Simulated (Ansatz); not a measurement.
The figure comes from a scan of ZnCu (CsCl type): a phonon pattern at X = (0.5, 0.0, 0.0) is frozen into a 4-atom cell, Q being the largest atomic displacement. Computed with r2SCAN (plane waves to 500 eV, PAW, scalar-relativistic; Ansatz, a first-principles code). k mesh 8×16×16 (Γ-centred), Fermi-Dirac smearing 0.05 eV. With partly filled bands, energies and forces of such displacements shift with the k mesh and the smearing. ZnCu is run without spin polarisation. ZnCu was relaxed with its symmetry unable to fall. 

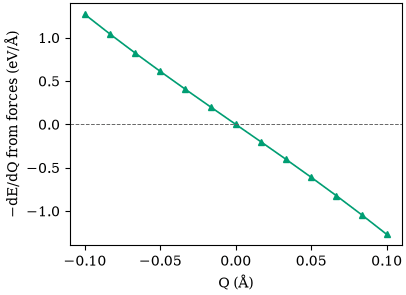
−dE/dQ from forces (eV/Å) against Q (Å); computed points joined by lines.

Problem. Turn the plot into a table (rounded to what can be read).

Solution. To the nearest 0.05:

```
Q (Å)   −dE/dQ from forces (eV/Å)
------  -------------------------
-0.100                       1.25
-0.083                       1.05
-0.067                       0.80
-0.050                       0.60
-0.033                       0.40
-0.017                       0.20
0.000                        0.00
0.017                       -0.20
0.033                       -0.40
0.050                       -0.60
0.067                       -0.80
0.083                       -1.05
0.100                       -1.25
```

(A displaced cell: forces are minus the slopes of the energy, force constants its curvatures, and phonons follow from these.)
